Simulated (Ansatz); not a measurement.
The crystal is Na2CaMgP2O8 (P-3m1).

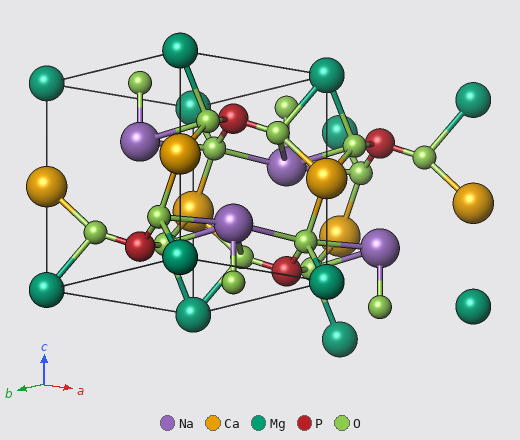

The structure (sodium purple, calcium orange, magnesium teal, phosphorus red, oxygen green). Bonds to atoms that aren't drawn are left out. 2×1×1 cells are drawn. Some periodic images of atoms are drawn too.

Symmetry: P-3m1, No. 164, trigonal system. The conventional cell has a = 5.309 Å, b = 5.309 Å, c = 7.237 Å, α = 90.00°, β = 90.00°, γ = 120.00°. Na has 7 O at 2.06 to 2.66 Å nearest. Ca has 6 O at 2.30 Å nearest. Nearest to Mg lie 6 O at 2.54 Å. Nearest to P lie 4 O at 1.50 to 1.56 Å. O has 1 P at 1.50 Å and 1 Na at 2.06 Å nearest. O has 1 P at 1.56 Å and 1 Ca at 2.30 Å and 1 Mg at 2.54 Å and 2 Na at 2.66 Å nearest. Farther neighbours and most contacts between anions are not listed.

```
Na Ca Mg P O
1.0
     5.30900    0.00000    0.00000
    -2.65450    4.59773    0.00000
     0.00000    0.00000    7.23700
Na Ca Mg P O
2 1 1 2 8
Direct
  0.33333 0.66667 0.70430
  0.66667 0.33333 0.29570
  0.00000 0.00000 0.50000
  0.00000 0.00000 0.00000
  0.33333 0.66667 0.19708
  0.66667 0.33333 0.80292
  0.33333 0.66667 0.98933
  0.66667 0.33333 0.01067
  0.17440 0.82560 0.27166
  0.17440 0.34879 0.27166
  0.65121 0.82560 0.27166
  0.82560 0.17440 0.72834
  0.34879 0.17440 0.72834
  0.82560 0.65121 0.72834
```

Geometry: measured cell, ions relaxed with LDA. The runs that relaxed it are not among those shown. PAW set soft_2, made with PBE.

Gaps computed with Ansatz 0.2.0 without a self-energy: LDA 3.03 eV, r2SCAN 3.90 eV, HSE06 4.86 eV and PBE0 5.61 eV.

Estimate the G0W0@LDA gap with 6×6×2 mesh, 811 empty bands, screening to 160 eV, default PAW files.

About 5.58 eV: on its mesh the run moves the gap from 3.03 eV by +2.56 eV. Among the scalar-relativistic levels given, PBE0 is nearest (+0.03 eV). Bands and cutoff are finite, so the gap is not at the basis limit. The miss can reach some tenths of an eV and take either sign; the mesh is an error of its own. The 6×6×2 mesh is coarse for this cell (its supercell is 14 Å along the shortest edge). The RPA ε∞ on it, from the LDA start, is 2.69 and 2.76; such meshes misread the long-range screening, most where the gap is narrow.

[Paths, hosts, dates, memory and timing lines, banners, echoed tables and standing remarks are left out of the program output.]

[Logs are printed without paths, hosts, clocks, repeated set-up lines and the standing remarks that a program may print on its own settings, such as how far it seeks lower states.]

[Runs of the session that timed out or met a known fault of the program may be left out.]

[Cells called generated may have been cut or substituted from an entry of the Crystallography Open Database or the Materials Project.]

[Hosts, paths, dates, database ids (printed as entryN), source tags and the programs' standing remarks are cut or masked in the printed files.]
